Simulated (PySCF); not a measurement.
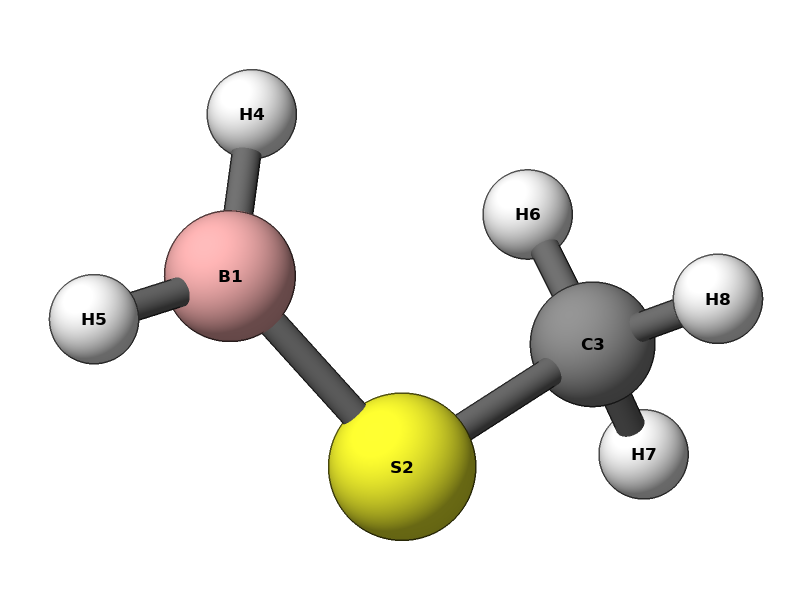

The questions are on isotropic NMR shieldings of the H atoms. Computed geometry: GFN2-xTB optimisation. No frequency run is at hand to confirm it as a minimum. Method: GIAO PBE0/pcSseg-1 NMR shielding, non-relativistic, gas phase (PySCF 2.14.0).

Give the isotropic NMR shieldings of the H atoms atom by atom.

```tsv
atom	σ (ppm)
H4	24.69
H5	24.82
H6	29.23
H7	29.22
H8	28.89
```

The geometry is semi-empirical. Around B such bond lengths and angles can be off by a tenth of an ångström or more and by several degrees, and values that hang on the shape move with them.
